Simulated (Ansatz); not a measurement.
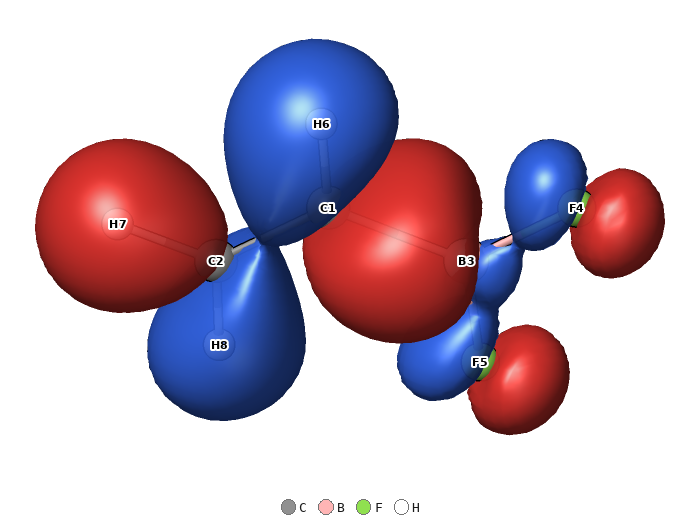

Figure 1: C2H3BF2 (SMILES C=CB(F)F). The HOMO−1 at ±0.1 Å⁻³ᐟ² (red and blue are the two phases), seen at an oblique angle.

Geometry: PBE-D3(BJ)/def2-SVP.

These are results of Ansatz, isolated molecule in a Gaussian basis; Kohn-Sham density functional theory, functional PBE0, not measurements.

```xyz
8

C    -1.5273    0.2653   -0.1017
C    -1.7782   -0.5995   -1.1087
B    -0.3745    0.0291    0.9125
F    -0.1287    0.8854    1.9061
F     0.4210   -1.0411    0.8345
H    -2.1600    1.1641    0.0019
H    -2.5936   -0.4434   -1.8354
H    -1.1670   -1.5083   -1.2434
```

### Describe this orbital and give its energy.

By Hirshfeld shares it lies mainly on C1 (about 30 %), C2 (about 15 %), B3 (about 15 %), H6 (about 10 %), H7 (about 10 %) and F5 (about 5 %); it is symmetric in the molecular plane (an in-plane orbital: σ, lone-pair or in-plane π type). Its energy is −9.96 eV.
